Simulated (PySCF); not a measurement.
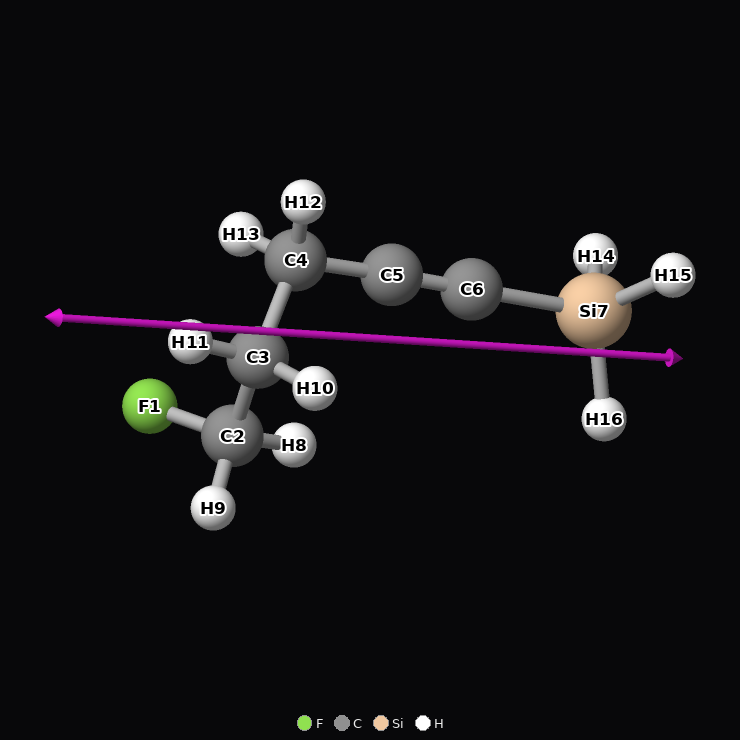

The double arrow shows the direction of the transition dipole to excited singlet state 6 (its length means nothing). The geometry was computed by an optimisation with GFN2-xTB. No frequency run is at hand to confirm it as a minimum. Properties computed with TDDFT ωB97X-D/def2-SVPD, vertical, gas phase, core orbitals frozen in the response (PySCF 2.14.0).

How is the transition polarised?

Nearly parallel to the C4–C5 bond.

Give its energy, strength and character.

8.35 eV (149 nm), oscillator strength 0.99, of mixed character, with the largest part HOMO−1 → LUMO (weight 0.28); transition dipole 5.60 D.

The geometry is semi-empirical. Around Si such bond lengths and angles can be off by a tenth of an ångström or more and by several degrees, and values that hang on the shape move with them.
